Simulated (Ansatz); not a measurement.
# The perfect Cu wire along [110], 8 atoms a period, part 2 of 2

Wanted: the relaxed geometry and the bands of the Cu wire along [110], 8 atoms a period.

Ansatz 0.2.0; DFT PBE, plane waves, PAW; relaxation of a wire's period; PAW set soft_1 (the session's first sound run).

So far: Starting point; Relaxing the period.

## Step 2: Relaxing the period (continued)

Step by step:

```
step  energy less that of the first step (eV)  largest force component (eV/Å)  pressure (GPa)  volume (Å³)
   1                                   0.0000                          0.6602           -2.72       319.49
   2                                  -0.2841                          0.3730           -1.38       313.86
   3                                  -0.3760                          0.1673            0.59       306.38
   4                                  -0.3936                          0.1483            0.09       306.34
   5                                  -0.3981                          0.0761            0.03       306.79
   6                                  -0.3996                          0.0052           -0.07       306.96
  7*                                  -0.3956                          0.0052           -0.07       306.96
```

Relaxation steps marked * repeat the geometry before them on a plane-wave basis chosen anew for their cell, so energy and pressure can jump there.

Forces are held to the 8 operations that the run works with; a distortion that breaks them can't arise in this run.

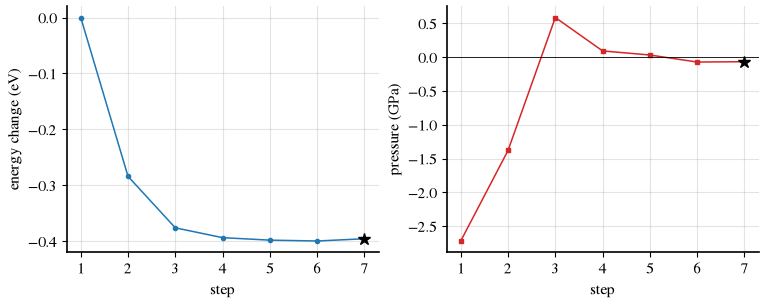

Energy and pressure along the relaxation. Stars mark steps on a basis chosen anew.

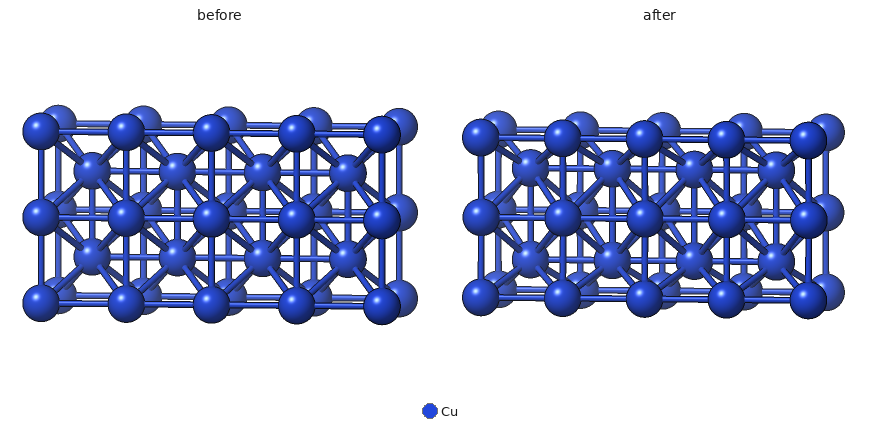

The structure before and after the relaxation, drawn at the same scale.

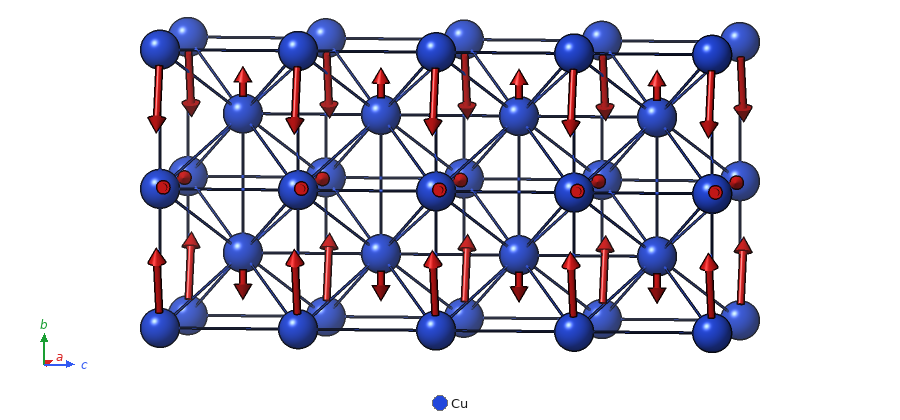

Displacements in the relaxation, exaggerated, measured against the changing cell; the longest in the cell stands for 0.19 Å. 1×1×4 cells are drawn. Some periodic images of atoms are drawn too.

```
cell as run  before  after  change
      c (Å)   2.567  2.466  -3.9 %
```

The atoms that moved most (Å, along periodic axes as changes of fractional coordinates times the final cell, across vacuum about the mean position):

```
atom      dx      dy     dz  length
 Cu7  -0.059  -0.178  0.000   0.188
 Cu8   0.059  -0.178  0.000   0.188
 Cu1  -0.059   0.178  0.000   0.188
 Cu3   0.059   0.178  0.000   0.188
 Cu5   0.000  -0.084  0.000   0.084
 Cu6   0.000   0.084  0.000   0.084
 Cu2   0.044   0.000  0.000   0.044
 Cu4  -0.044   0.000  0.000   0.044
```

The relaxed structure:

```cif
data_structure
_symmetry_space_group_name_H-M 'P 1'
_symmetry_Int_Tables_number 1
_cell_length_a 10.4300
_cell_length_b 11.9340
_cell_length_c 2.4661
_cell_angle_alpha 90.000
_cell_angle_beta 90.000
_cell_angle_gamma 90.000
_cell_volume 306.96
loop_
_atom_site_label
_atom_site_type_symbol
_atom_site_fract_x
_atom_site_fract_y
_atom_site_fract_z
_atom_site_occupancy
Cu1 Cu 0.32029 0.29983 0.00000 1
Cu2 Cu 0.33023 0.49998 0.00000 1
Cu3 Cu 0.67971 0.29983 0.00000 1
Cu4 Cu 0.66977 0.49998 0.00000 1
Cu5 Cu 0.50000 0.38543 0.50000 1
Cu6 Cu 0.50000 0.61453 0.50000 1
Cu7 Cu 0.32029 0.70014 0.00000 1
Cu8 Cu 0.67971 0.70014 0.00000 1
```

This step gave:

```
energy at zero smearing    : -52995.4529 eV
cell length along the wire : 2.466 Å
```

The cell's length comes to 2.466 Å with spin left out.

## Step 3: Bands of the perfect wire

This step: DFT PBE, plane waves, PAW; bands of a perfect wire; PAW set soft_1 (Ansatz 0.2.0).

At the relaxed period the bands are computed along the axis; those that cross an energy going forward count the channels that a perfect wire would open there.

input.yaml reads:

```yaml
crystal:
  lattice:
    - [10.43, 0.0, 0.0]
    - [0.0, 11.934, 0.0]
    - [0.0, 0.0, 2.4660854392]
  atoms:
    - { symbol: Cu, position: [0.320287184, 0.299827543, 0.0] }
    - { symbol: Cu, position: [0.330228125, 0.499983041, 0.0] }
    - { symbol: Cu, position: [0.679712816, 0.299827543, 0.0] }
    - { symbol: Cu, position: [0.669771875, 0.499983041, 0.0] }
    - { symbol: Cu, position: [0.5, 0.385433368, 0.5] }
    - { symbol: Cu, position: [0.5, 0.614532715, 0.5] }
    - { symbol: Cu, position: [0.320287184, 0.70013854, 0.0] }
    - { symbol: Cu, position: [0.679712816, 0.70013854, 0.0] }
kpoints:
  mp_grid: { grid: [1, 1, 33] }
  band_path: { path: ["Γ", Z], npoints: 90 }
scf:
  occupations: { method: fermi_dirac, width: 0.05 }
hamiltonian:
  xc: pbe
  pseudopotentials: { kind: paw, azcp: { folder: soft_1 } }
output:
  dos: { e_range: [-5, 4] }
  write_potential: true
  write_density: true
  volumetric_format: npy
```

Started as:

```bash
$ ansatz run input.yaml --threads 4 --pin off --max-ram 16384MiB --backend cpu --events-out ev --progress --plain --runs-dir out
```

Numbers of over 12 decimals in the logs are rounded to 6 here.

What it wrote:

```text
[...]
Crystal: 8 atoms, lattice volume = 306.958 Å³
Basis set: ecut = 420 eV, 5985 PW (Γ)
Bands: 92, of which v1, the nominal top of the filled ones, is band 76 counted from 1 (75 counted from 0)
Symmetry: 8 space group operations
[...]
k-points: 17 of 33
[...]
SCF iter   1: F=—  HF=-53000.466291 eV  |F-HF|=—  |Δ(HF+E_count)|=         —  Δρ=1.16e-1  dr2=2.62e1  ethr=3.10e-3  ⟨swp⟩=6.9  Hψ=6204  notcnv=0  defer=23
[...]
SCF iter  12: F=-52995.464735 eV  HF=-52995.464735 eV  |F-HF|=5.23e-8  |Δ(HF+E_count)|=   2.16e-8  Δρ=5.03e-6  dr2=5.11e-8  ethr=6.58e-11  ⟨swp⟩=2.8  Hψ=4357  notcnv=0
SCF 1 converged in 12 iterations: F = -52995.464735 eV  dr2 = 5.11e-8
[...]
NSCF: frozen V_eff on 91 k-points
WARN: The output density's exchange-correlation potential varies sharply where the density is thin. Do not read a vacuum level from v_tot or v_xc, or from such a field of the output density. On a cell that repeats whose density bears no net charge and no dipole along the vacuum's axis use v_es (v_loc + v_h of the components); under efield.dipole_correction with no amplitude use v_es + v_field, which holds any externa [...]
SCF converged after 12 iterations
Free energy (F): -52995.464735 eV
[...]
Internal energy: -52995.445799 eV  (E = F + TS)
E sigma→0 (E₀):  -52995.455267 eV
Entropy (-TS):   -0.018936 eV (-2.367 meV/atom)
Fermi energy:    2.188610 eV
[...]
--- Band table (eV; the first three rows and the last of 17) ---
  k-point 0: bands = [... 72 lower, 0.8006, 0.8168, 0.8612, 0.8825, 1.1081, 1.6489, 2.2916, 2.5690, ... 12 higher]
  k-point 1: bands = [... 72 lower, 0.7842, 0.8082, 0.8548, 0.8622, 1.1359, 1.6834, 2.3201, 2.5991, ... 12 higher]
  k-point 2: bands = [... 72 lower, 0.7651, 0.7851, 0.8086, 0.8382, 1.2109, 1.7800, 2.4017, 2.6862, ... 12 higher]
  k-point 16: bands = [... 72 lower, 2.4309, 2.8632, 3.0361, 3.5885, 4.3093, 4.8333, 5.4240, 5.8829, ... 12 higher]
```

Run time: 36 s. Hardware: 4 threads of Arm Neoverse V1, shared host; peak memory 1.5 GiB.

The column dr2 measures how far the density is from self-consistency, as an energy; F and HF (Harris–Foulkes) agree once it is small.

Numbers from this step:

```yaml
energy_at_zero_smearing: -52995.4553 eV
band_gap: 0 eV
```

Electronic bands along the path, in eV, zero at the Fermi level:

```
point  band 73  band 74  band 75  band 76  band 77  band 78  band 79  band 80
    Γ    -1.39    -1.37    -1.33    -1.31    -1.08    -0.54     0.10     0.38
    Z     0.50     0.58     0.72     1.64     1.88     2.72     3.29     3.64
```

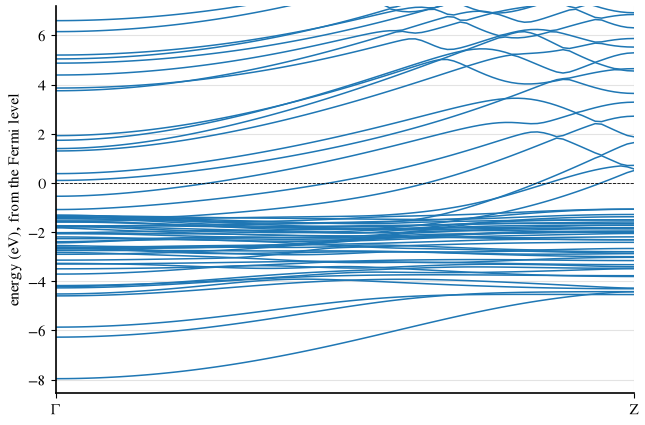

Electronic bands along the path.

Between Γ and Z the bands cross the Fermi level 6 times, so a perfect wire would conduct at least 6 G₀, with spin left out.

## Step 4: Results

```yaml
cell_length_pbe: 2.466 Å
ballistic_conductance_by_band_crossings_a_lower_bound_pbe: 6 G₀
```

In words: Under PBE the cell's length is 2.47 Å, and the bands cross the Fermi level 6 times between Γ and Z, which gives a perfect wire at least 6 G₀ (opposite crossings within one step of the path cancel in such a count).

[Logs are printed without paths, hosts, clocks, repeated set-up lines and the standing remarks that a program may print on its own settings, such as how far it seeks lower states.]

[Hosts, paths, dates, database ids (printed as entryN), source tags and the programs' standing remarks are cut or masked in the printed files.]
